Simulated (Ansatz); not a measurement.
# What NaMgI3 (built on the sites of a database entry of CsMgF3) distorts into

Wanted: the energy along a soft mode of NaMgI3 (built on the sites of a database entry of CsMgF3) and the structure at the end.

Main program and level: Ansatz 0.2.0; DFT r2SCAN, scalar-relativistic, plane waves, PAW.

The structure was built from a prototype and need not be the compound's stable phase.

**1. Starting point**

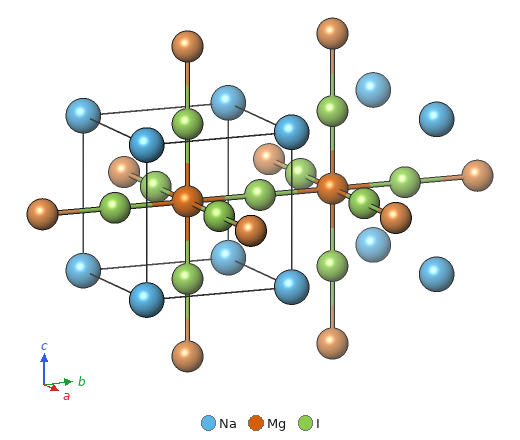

Start, viewed slightly off an axis; sodium blue, magnesium orange, iodine green. 1×2×1 cells are drawn. Some periodic images of atoms are drawn too.

**2. Phonons on a q mesh**

The cell comes from relaxations at this level that are not shown. Stability and thermal properties need the whole zone. Linear response on a 2×2×2 q mesh gives force constants as far as a supercell of that size would, and the tensors from the zone-centre run are typed in so that the long-range dipole term is interpolated apart.

input.yaml

```yaml
crystal:
  lattice:
    - [5.7884207145, 0.0, 0.0]
    - [0.0, 5.7884207145, 0.0]
    - [0.0, 0.0, 5.7884207145]
  atoms:
    - { symbol: Na, position: [0.0, 0.0, 0.0] }
    - { symbol: Mg, position: [0.5, 0.5, 0.5] }
    - { symbol: I, position: [0.0, 0.5, 0.5] }
    - { symbol: I, position: [0.5, 0.0, 0.5] }
    - { symbol: I, position: [0.5, 0.5, 0.0] }
kpoints:
  mp_grid: { grid: [4, 4, 4] }
hamiltonian:
  xc: r2scan
scf:
  occupations: { method: fixed }
output:
  eigenvalues: true
phonons:
  method: dfpt
  qmesh: [2, 2, 2]
  temperatures: { t_max: 1000, t_step: 50 }
  qpath:
    path:
      - [[0.0, 0.0, 0.0], [0.0, 0.5, 0.0], [0.5, 0.5, 0.0], [0.0, 0.0, 0.0], [0.5, 0.5, 0.5], [0.0, 0.5, 0.0]]
      - [[0.5, 0.5, 0.5], [0.5, 0.5, 0.0]]
    npoints: 10
  non_analytic_term:
    high_frequency_dielectric_tensor: [[3.5178, 0.0, 0.0], [0.0, 3.5178, 0.0], [0.0, 0.0, 3.5178]]
    born_effective_charges:
      - { species: Na, tensor: [[1.4138, 0.0, 0.0], [0.0, 1.4138, 0.0], [0.0, 0.0, 1.4138]] }
      - { species: Mg, tensor: [[2.6335, 0.0, 0.0], [0.0, 2.6335, 0.0], [0.0, 0.0, 2.6335]] }
      - { species: I, tensor: [[-2.3493, 0.0, 0.0], [0.0, -0.849, 0.0], [0.0, 0.0, -0.849]] }
      - { species: I, tensor: [[-0.849, 0.0, 0.0], [0.0, -2.3493, 0.0], [0.0, 0.0, -0.849]] }
      - { species: I, tensor: [[-0.849, 0.0, 0.0], [0.0, -0.849, 0.0], [0.0, 0.0, -2.3493]] }
    source: "zone-centre run at this cell"
```

On the command line:

```sh
$ ansatz run input.yaml --threads 8 --pin off --max-ram 14336MiB --backend cpu --events-out ev --progress --plain --runs-dir out
```

Numbers of over 12 decimals in the logs are rounded to 6 here.

Output:

```text
Engine: ansatz 0.2.0, aarch64-unknown-linux-gnu
Pseudopotentials: kind: paw
Pseudopotential: Na, paw, valence charge 9, recommended cutoff 500 eV (meta_gga), Na.paw.azcp
Pseudopotential: Mg, paw, valence charge 10, recommended cutoff 500 eV (meta_gga), Mg.paw.azcp
Pseudopotential: I, paw, valence charge 17, recommended cutoff 500 eV (meta_gga), I.paw.azcp
Functional definition: r2SCAN
  parameter k0 = 0.174
  parameter k1 = 0.065
  parameter a1 = 4.9479
  exchange = r2scan_x(k0 = k0, k1 = k1, a1 = a1)
  correlation = r2scan_c
Crystal: 5 atoms, lattice volume = 193.946 Å³
Basis set: ecut = 500 eV, 4945 PW (Γ), exchange–correlation on 360×360×360 points (512 copies of the dense FFT grid, shifted against one another)
Bands: 42, of which v1, the nominal top of the filled ones, is band 35 counted from 1 (34 counted from 0)
Symmetry: 48 space group operations
k-points: 30 of 64 (irreducible under 2 space group operations, time reversal used)
Non-local potential: Na, projectors of the file, l = 0: 3, l = 1: 2, l = 2: 1
Non-local potential: Mg, projectors of the file, l = 0: 3, l = 1: 2, l = 2: 1
Non-local potential: I, projectors of the file, l = 0: 2, l = 1: 2, l = 2: 2, l = 3: 2
PAW form: soft (Blöchl's): semilocal exchange-correlation on the pseudo side does not see the compensation charge
PAW frozen core: Na, regenerated for the run's functional (the file was generated under x = pbe(κ = 0.804, μ = 0.219515), c = pbe(β = 0.066725))
PAW frozen core: Mg, regenerated for the run's functional (the file was generated under x = pbe(κ = 0.804, μ = 0.219515), c = pbe(β = 0.066725))
PAW frozen core: I, regenerated for the run's functional (the file was generated under x = pbe(κ = 0.804, μ = 0.219515), c = pbe(β = 0.066725))
PAW one-centre angular grid: Na, 302 points (default); XC on 339 of its mesh's 2595 points in the sphere
PAW one-centre angular grid: Mg, 302 points (default); XC on 224 Gauss nodes
PAW one-centre angular grid: I, 590 points (default); XC on 160 Gauss nodes
Initial density: superposition of atomic densities (neutral atoms: chi_scale 0, normalization atom), corrected by the library's trained network
Initial wavefunctions: pseudopotential atomic-orbital guess
Functional: x = r2scan, c = r2scan; τ floored in thin density (d = 2e-4 eV/Å³)
SCF iter   1: F=—  HF=-26004.620491 eV  |F-HF|=—  |Δ(HF+E_count)|=         —  Δρ=4.33e-3  dr2=2.25e-2  dr2_τ=2.33e-3  ethr=1.77e-3  ⟨swp⟩=5.9  Hψ=4279  notcnv=0  defer=136
preconditioner: auto → Resta (q_TF=auto, 2.302 Å⁻¹)  ε∞=2.7  [insulator: Δε(μ)=1.806 eV  Ē_g=10.062 eV  n_scr=32 (ndim 8)  ℏωp=13.1 eV  f_vac=0.213  ε∞_Penn≈2.7]
SCF iter   2: F=—  HF=-26004.651723 eV  |F-HF|=—  |Δ(HF+E_count)|=   3.12e-2  Δρ=1.66e-3  dr2=5.45e-3  dr2_τ=2.95e-4  ethr=3.21e-5  ⟨swp⟩=3.0  Hψ=2697  notcnv=0  defer=142
SCF iter   3: F=—  HF=-26004.651829 eV  |F-HF|=—  |Δ(HF+E_count)|=   1.06e-4  Δρ=4.74e-4  dr2=6.96e-4  dr2_τ=1.45e-5  ethr=7.79e-6  ⟨swp⟩=3.0  Hψ=2688  notcnv=0  defer=144
SCF iter   4: F=—  HF=-26004.651857 eV  |F-HF|=—  |Δ(HF+E_count)|=   2.85e-5  Δρ=7.90e-5  dr2=8.65e-6  dr2_τ=1.43e-7  ethr=9.94e-7  ⟨swp⟩=2.4  Hψ=1626  notcnv=0  defer=142
SCF iter   5: F=—  HF=-26004.651856 eV  |F-HF|=—  |Δ(HF+E_count)|=   9.46e-7  Δρ=1.84e-5  dr2=6.18e-7  dr2_τ=3.44e-8  ethr=1.24e-8  ⟨swp⟩=2.7  Hψ=2285  notcnv=0  defer=138
SCF iter   6: F=—  HF=-26004.651831 eV  |F-HF|=—  |Δ(HF+E_count)|=   2.49e-5  Δρ=3.64e-6  dr2=3.74e-8  dr2_τ=1.89e-9  ethr=8.83e-10  ⟨swp⟩=2.0  Hψ=2253  notcnv=0  defer=137
SCF iter   7: F=—  HF=-26004.651831 eV  |F-HF|=—  |Δ(HF+E_count)|=   1.87e-8  Δρ=8.58e-7  dr2=3.63e-9  dr2_τ=8.09e-11  ethr=5.35e-11  ⟨swp⟩=2.0  Hψ=2099  notcnv=0  defer=137
SCF iter   8: F=—  HF=-26004.651831 eV  |F-HF|=—  |Δ(HF+E_count)|=   1.16e-9  Δρ=2.22e-7  dr2=9.12e-11  dr2_τ=2.32e-12  ethr=5.19e-12  ⟨swp⟩=2.0  Hψ=2216  notcnv=0  defer=137
SCF iter   9: F=-26004.651831 eV  HF=-26004.651831 eV  |F-HF|=1.46e-11  |Δ(HF+E_count)|=  2.91e-11  Δρ=6.21e-8  dr2=9.78e-12  dr2_τ=1.37e-13  ethr=1.00e-12  ⟨swp⟩=17.4  Hψ=8591  notcnv=0
SCF 1 converged in 9 iterations: F = -26004.651831 eV  dr2 = 9.78e-12
  greatest PAW one-centre occupation: 1.000 electrons in one spin orbital (limit 2), on the Na atom at site 0 (counted from 0), in its partial waves of l = 0
DFPT response loops at Γ: preconditioner auto → none (the input reference at scf.mixing.eps_inf says where Resta's filter doesn't serve); β = 0.50; Broyden in place of MSR1
NSCF: frozen V_eff on 10 k-points
NSCF: frozen V_eff on 54 k-points
DFPT response loops at q = (0, 0, -0.5) (fractional): mixed as the last ones told, above
NSCF: frozen V_eff on 54 k-points
DFPT response loops at q = (0, -0.5, -0.5) (fractional): mixed as the last ones told, above
NSCF: frozen V_eff on 54 k-points
DFPT response loops at q = (-0.5, -0.5, -0.5) (fractional): mixed as the last ones told, above
SCF converged after 9 iterations
Free energy (F): -26004.651831 eV
Harris-Foulkes:  -26004.651831 eV  (|F-HF|=1.46e-11)
Internal energy: -26004.651831 eV  (E = F + TS)
E sigma→0 (E₀):  -26004.651831 eV
Fermi energy:    3.358528 eV
--- Per-component energies (eV) ---
  E_band       = -1887.158243
  E_kinetic    = 762.277737
  E_local      = -9829.873352  (includes V_loc(G=0)·N_el)
  E_nonlocal   = -59.042954
  E_hartree    = 4552.664262
  E_xc         = -426.300009
  E_vxc        = -513.733887  (∫ρ·V_xc dr)
  E_paw        = -15083.239369  (= ΣΔE_a)
  E_vpaw       = -1384.750795  (= ΣTr[D̂ρ^β])
  E_aug_tail   = -0.000092  (compensation charges beyond the density's cutoff)
  E_vtau       = 32.636864  (kinetic-family band-sum trace: ∫τ·v_τ [+ j·A + Jᵃ·Aᵃ] dr)
  E_ewald      = -5921.304738
  E_core_change = 0.166684  (= ΣΔE_core)
  E_smearing   = -0.000000  (= −TS)
  E_closure    = 0.000000  (closes the sum)
  Σ components = -26004.651831   (vs F -26004.651831, Δ=0.00e0)
--- Band table (eV; the first three rows and the last of 30) ---
  k-point 0: bands = [... 31 lower, 2.4704, 2.7895, 2.7895, 2.7895, 5.1810, 6.4972, 9.2830, 9.2830, ... 3 higher]
  k-point 1: bands = [... 31 lower, 2.2680, 2.3526, 2.6984, 2.6984, 5.9637, 7.2605, 9.2427, 9.4577, ... 3 higher]
  k-point 2: bands = [... 31 lower, 1.9767, 2.2429, 2.6801, 2.6801, 7.3337, 7.8168, 8.5482, 9.6993, ... 3 higher]
  k-point 29: bands = [... 31 lower, 2.2746, 3.3585, 3.3585, 3.3585, 6.5699, 8.4683, 8.4683, 8.4683, ... 3 higher]
--- Phonons (Γ-DFPT): 4 representative perturbations + reference, on 30 of 64 k-points (Σ response iterations 29) ---
  k mesh reduced under 2 symmetry operations, with k and −k counted as one. Each operation leaves every solved perturbation unchanged. A smaller set is not considered because the functional reads the kinetic-energy density
  ASR residual: 8.390e-5 → 0.000e0 eV/Å²; symmetrization residual: 7.705e-6 eV/Å²
  ASR residual per site (eV/Å²): 7.00e-5 8.39e-5 4.68e-5 4.68e-5 4.68e-5
  Γ frequencies (cm⁻¹): -76.25 -76.25 -76.25 0.00 0.00 0.00 17.48 17.48 17.48 61.46 61.46 61.46 162.66 162.66 162.66
--- Phonons (arbitrary-q DFPT): 4 irreducible q on the 2×2×2 mesh ---
  q = [0.0000, 0.0000, 0.0000] (star 1, of the zone-centre solve; hermiticity 3.35e-6, symmetrization 6.32e-8): -76.25 -76.25 -76.25 -0.00 0.00 0.00 17.48 17.48 17.48 61.46 61.46 61.46 162.66 162.66 162.66
  q = [0.0000, 0.0000, -0.5000] (star 3, 9 solved perturbations in 216 linear systems a pass and spin channel, the states on 27 of 64 k-point pairs; hermiticity 7.52e-6, symmetrization 2.19e-11): -71.49 -71.49 9.21 9.21 20.59 37.17 37.68 37.68 44.12 65.73 65.73 121.25 162.37 162.37 209.34
  q = [0.0000, -0.5000, -0.5000] (star 3, 9 solved perturbations in 216 linear systems a pass and spin channel, the states on 27 of 64 k-point pairs; hermiticity 9.70e-6, symmetrization 3.30e-12): -66.60 -66.60 -64.75 -48.10 32.07 32.07 45.20 45.20 61.78 72.72 73.24 128.40 162.26 218.45 218.45
  q = [-0.5000, -0.5000, -0.5000] (star 1, 4 solved perturbations in 81 linear systems a pass and spin channel, the states on 27 of 64 k-point pairs; hermiticity 2.93e-6, symmetrization 3.64e-11): -73.76 -73.76 -73.76 -48.11 -48.11 -48.11 64.94 64.94 64.94 71.36 71.36 138.60 225.23 225.23 225.23
  sum rule: each row above includes the acoustic sum rule's correction from the zone centre's row sums; it moved no ω² by more than (0.97 cm⁻¹)²
  mesh force constants: q→R imaginary residual 3.55e-18; ASR residual 8.390e-5 → 0.000e0 eV/Å²; symmetrization residual 1.776e-15 eV/Å²
  interpolated dispersion: 63 rows × 15 modes
  density of states and harmonic sums: on the 12×12×12 q-mesh, interpolated from the force constants of a 2×2×2 supercell (with the dipole–dipole term of supplied tensors)
  largest difference from the sums on the solved wave vectors: F 3.17e-1 eV, S 3.98e-4 and C_V 8.94e-5 eV/K
  zero-point energy: 0.062814 eV/cell   skipped modes (ω ≤ 0): 388, of them read as no rigid motion or as one in doubt: 385 (4.693e0 modes/cell left out, lowest -76.25 cm⁻¹)   left out of the sums: 3.13e-1 of the cell's modes: C_V's classical limit lies that fraction below 3 k_B per atom; for a crystal, a wire or a layer, F and S can be off by more, and a phonons.interpolated_qmesh denser along its periods is the remedy for the sampling
```

Wall time 7.7 min (8 threads of Arm Neoverse V2, shared host); peak memory 13 GiB; 59 min of CPU time.

This step gave:

```yaml
gap_on_the_k_mesh: 1.822 eV
volume_per_atom: 38.79 Å³
sum_rule_residual_before_enforcement: 8.39e-5 eV/Å²
lowest_frequency_on_the_path: -76.25 cm⁻¹
point_group: m-3m
highest_frequency_on_the_path_or_at_a_solved_wavevector: 227.7 cm⁻¹
highest_optical_mode_at_the_zone_centre_no_lo_to_term: 162.7 cm⁻¹
lowest_optical_zone_centre_mode: -76.25 cm⁻¹
lowest_mode_on_the_q_mesh_acoustic_modes_at_gamma_apart: -76.25 cm⁻¹
```

Frequencies (cm⁻¹) solved at each irreducible wavevector; negative means imaginary. Frequencies by wavevector, by row:

```csv
q in reciprocal lattice units,star,mode 1,mode 2,mode 3,mode 4,mode 13,mode 14,mode 15
0 0 0,1,-76.2,-76.2,-76.2,0,162.7,162.7,162.7
0 0 -0.5,3,-71.5,-71.5,9.2,9.2,162.4,162.4,209.3
0 -0.5 -0.5,3,-66.6,-66.6,-64.8,-48.1,162.3,218.4,218.4
-0.5 -0.5 -0.5,1,-73.8,-73.8,-73.8,-48.1,225.2,225.2,225.2
```

Interpolated from a 2×2×2 q mesh, with the LO-TO term (at Γ the limit along the path; where Γ stands inside the path, tables give the limit on arrival). The phonon branches at the labelled points (cm⁻¹):

```csv
point,branch 1,branch 2,branch 3,branch 4,branch 12,branch 13,branch 14,branch 15
Γ,-76,-76,-44,0,73,163,163,228
X,-72,-72,9,9,121,162,162,209
M,-67,-67,-65,-48,128,162,218,218
Γ,-76,-76,-44,0,73,163,163,228
R,-74,-74,-74,-48,139,225,225,225
X,-72,-72,9,9,121,162,162,209
jump to R,-74,-74,-74,-48,139,225,225,225
M,-67,-67,-65,-48,128,162,218,218
```

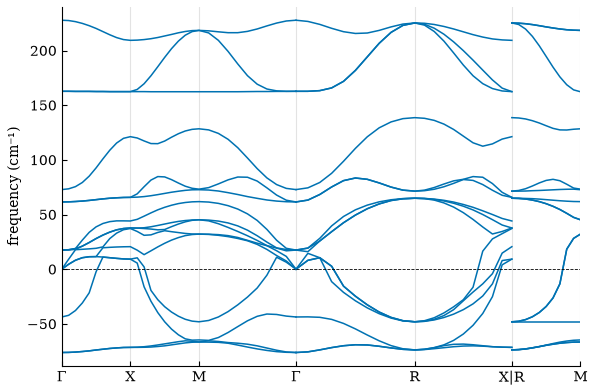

Phonon branches along the path.

Symmetry leaves 4 wavevectors to solve. The lowest mode among them, the acoustic zeros apart, lies at Γ and is imaginary, 76.2i cm⁻¹, so the energy falls along it.

**3. The mode frozen in, largest atomic shift 0 Å**

The mode followed lies at q = (-0.5, -0.5, -0.5) with frequency 73.8i cm⁻¹ and is 3-fold degenerate, one of the unstable modes though not the softest. At small amplitude the distorted cell has space group no. 74 by a symmetry search on the positions. The undistorted cell that holds it gives the zero of energy on the same k mesh.

System of this step: NaMgI3 (built on the sites of a database entry of CsMgF3). Symmetry: Pm-3m, No. 221, cubic system. The conventional cell has a = 5.788 Å, b = 5.788 Å, c = 5.788 Å, α = 90.00°, β = 90.00°, γ = 90.00°. Na has 12 I at 4.09 Å nearest. Nearest to Mg lie 6 I at 2.89 Å. I has 2 Mg at 2.89 Å nearest. Farther neighbours and most contacts between anions are not listed.

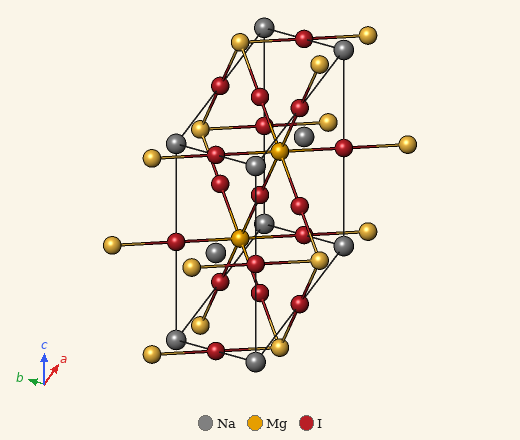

The cell of this step (sodium grey, magnesium orange, iodine red). Some periodic images of atoms are drawn too.

input.yaml

```yaml
crystal:
  lattice:
    - [5.7884207145, 5.7884207145, 0.0]
    - [5.7884207145, 0.0, 5.7884207145]
    - [5.7884207145, 0.0, -5.7884207145]
  atoms:
    - { symbol: Na, position: [0.0, 0.0, 0.0] }
    - { symbol: Na, position: [0.0, 0.5, 0.5] }
    - { symbol: Mg, position: [0.5, 0.25, 0.75] }
    - { symbol: Mg, position: [0.5, 0.75, 0.25] }
    - { symbol: I, position: [0.5, 0.0, 0.5] }
    - { symbol: I, position: [0.5, 0.5, 0.0] }
    - { symbol: I, position: [0.0, 0.5, 0.0] }
    - { symbol: I, position: [0.0, 0.0, 0.5] }
    - { symbol: I, position: [0.5, 0.0, 0.0] }
    - { symbol: I, position: [0.5, 0.5, 0.5] }
kpoints:
  mp_grid: { grid: [4, 4, 4] }
hamiltonian:
  xc: r2scan
scf:
  occupations: { method: gaussian, width: 0.02 }
output:
  forces: true
  stress: true
  eigenvalues: true
```

Output:

```text
[...]
Crystal: 10 atoms, lattice volume = 387.891 Å³
Basis set: ecut = 500 eV, 9841 PW (Γ), exchange–correlation on 240×240×240 points (64 copies of the dense FFT grid, shifted against one another)
Bands: 84, of which v1, the nominal top of the filled ones, is band 70 counted from 1 (69 counted from 0)
Symmetry: 96 space group operations
[...]
k-points: 8 of 64
[...]
k-point 0: bands = [... 66 lower, 2.7895, 3.3585, 3.3585, 3.3585, 5.1811, 6.4971, 6.5699, 8.4683, ... 7 higher]
  k-point 1: bands = [... 66 lower, 2.7856, 3.1445, 3.1445, 3.2059, 5.7582, 6.9300, 7.0597, 8.1112, ... 7 higher]
  k-point 2: bands = [... 66 lower, 2.9055, 2.9055, 2.9055, 2.9055, 6.9042, 6.9042, 7.7500, 7.7500, ... 7 higher]
  k-point 7: bands = [... 66 lower, 2.4816, 2.4816, 2.9322, 2.9322, 7.7783, 7.7783, 7.9244, 7.9244, ... 7 higher]
[key lines of the parts left out:]
SCF converged after 6 iterations
Free energy (F): -52009.303735 eV
Fermi energy:    4.269923 eV
P = ⅓ Tr σ = 0.0014 GPa (0.014 kbar)
```

The job ended after 4.5 s (8 threads; peak memory 2.3 GiB; 33 s of CPU time).

This step gave:

```yaml
pressure: 0.001370 GPa
gap_on_the_k_mesh: 1.823 eV
energy_from_the_undistorted_cell: 0 meV/atom
```

At this level the gap is 1.82 eV on the k-mesh of the self-consistent run, which can miss the band edges.

**4. The mode frozen in, largest atomic shift 0.6 Å**

The atoms are moved along the unstable eigenvector, the largest shift by 0.6 Å, with the cell fixed.

input.yaml

```yaml
crystal:
  lattice:
    - [5.7884207145, 5.7884207145, 0.0]
    - [5.7884207145, 0.0, 5.7884207145]
    - [5.7884207145, 0.0, -5.7884207145]
  atoms:
    - { symbol: Na, position: [-0.0732953062, 0.0732953062, 0.0] }
    - { symbol: Na, position: [0.0732953062, 0.4267046938, 0.5] }
    - { symbol: Mg, position: [0.5, 0.25, 0.75] }
    - { symbol: Mg, position: [0.5, 0.75, 0.25] }
    - { symbol: I, position: [0.4945871805, 0.0054128195, 0.5] }
    - { symbol: I, position: [0.5054128195, 0.4945871805, 0.0] }
    - { symbol: I, position: [0.0, 0.4972935902, -0.0027064098] }
    - { symbol: I, position: [0.0, 0.0027064098, 0.5027064098] }
    - { symbol: I, position: [0.5, 0.0027064098, 0.0027064098] }
    - { symbol: I, position: [0.5, 0.4972935902, 0.4972935902] }
kpoints:
  mp_grid: { grid: [4, 4, 4] }
hamiltonian:
  xc: r2scan
scf:
  occupations: { method: gaussian, width: 0.02 }
output:
  forces: true
  stress: true
  eigenvalues: true
```

Output:

```text
[...]
Crystal: 10 atoms, lattice volume = 387.891 Å³
Basis set: ecut = 500 eV, 9841 PW (Γ), exchange–correlation on 240×240×240 points (64 copies of the dense FFT grid, shifted against one another)
Bands: 84, of which v1, the nominal top of the filled ones, is band 70 counted from 1 (69 counted from 0)
Symmetry: 8 space group operations
[...]
k-points: 18 of 64
[...]
k-point 0: bands = [... 66 lower, 2.7541, 3.2645, 3.3102, 3.3318, 5.1516, 6.5927, 6.7016, 8.3976, ... 7 higher]
  k-point 1: bands = [... 66 lower, 2.7397, 3.0814, 3.0975, 3.1537, 5.7430, 7.0559, 7.1368, 8.0670, ... 7 higher]
  k-point 2: bands = [... 66 lower, 2.8688, 2.8688, 2.8774, 2.8774, 6.9004, 6.9004, 7.8218, 7.8218, ... 7 higher]
  k-point 17: bands = [... 66 lower, 2.2427, 2.6532, 2.6595, 3.3191, 7.3077, 7.8884, 8.1006, 8.6286, ... 7 higher]
[key lines of the parts left out:]
SCF converged after 6 iterations
Free energy (F): -52009.452294 eV
Fermi energy:    4.241707 eV
P = ⅓ Tr σ = 0.1390 GPa (1.390 kbar)
```

Elapsed: 9.7 s, on 8 threads; peak memory 2.8 GiB.

Numbers from this step:

| Quantity | Value |
| --- | --- |
| pressure | 0.1390 GPa |
| gap on the k-mesh | 1.820 eV |
| energy from the undistorted cell | -14.86 meV/atom |

The energy, extrapolated to zero smearing, is -14.86 meV/atom against the undistorted cell.

The run ends at a pressure of 0.14 GPa, with forces up to 0.19 eV/Å.

**5. Energy along the mode, all amplitudes (two of the runs are shown above)**

An imaginary frequency means negative curvature, so the energy should fall and then rise again as anharmonic terms take over.

This step gave:

* depth at the lowest point sampled: 14.86 meV/atom
* largest atomic shift at that point: 0.6 Å

The energy from the parent by largest atomic shift:

```csv
largest atomic shift (Å),energy from the parent (meV/atom)
0.000,0
0.040,-0.078
0.080,-0.311
0.140,-0.948
0.220,-2.31
0.320,-4.79
0.450,-9.05
0.600,-14.9
```

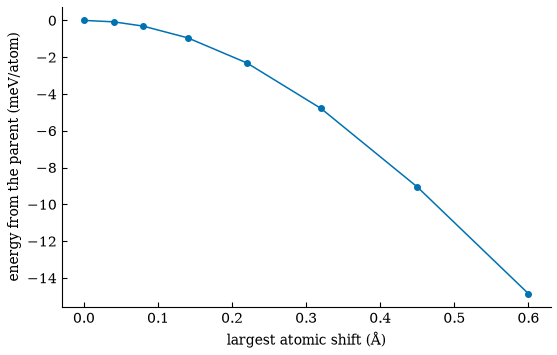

Energy from the parent against largest atomic shift.

Displacement at unit largest shift by atom:

```csv
atom,x (Å),y (Å),z (Å),size
Na1,0.000,-0.707,0.707,1.000
Na2,0.000,0.707,-0.707,1.000
Mg3,0.000,0.000,0.000,0.000
Mg4,0.000,0.000,0.000,0.000
I5,0.000,-0.052,0.052,0.074
I6,0.000,0.052,-0.052,0.074
I7,-0.052,0.000,0.000,0.052
I8,0.052,0.000,0.000,0.052
I9,0.052,0.000,0.000,0.052
I10,-0.052,0.000,0.000,0.052
```

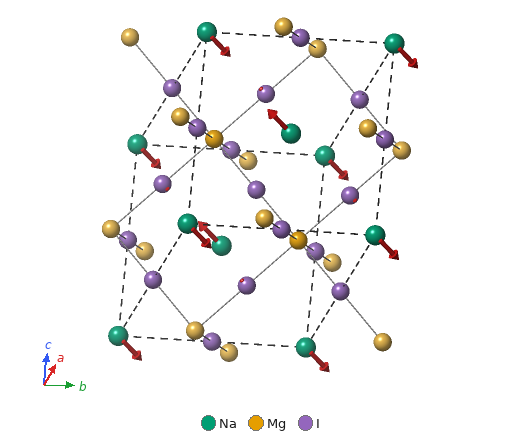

Displacement at unit largest shift as arrows, the longest 1.000 Å. Some periodic images of atoms are drawn too.

The lowest of the steps tried is the last one, at 0.6 Å, 14.9 meV/atom below the parent; the bottom of the well need not coincide with a step.

[end of part 1 of 2]

[Logs are printed without paths, hosts, clocks, repeated set-up lines and the standing remarks that a program may print on its own settings, such as how far it seeks lower states.]

[Hosts, paths, dates, database ids (printed as entryN), source tags and the programs' standing remarks are cut or masked in the printed files.]
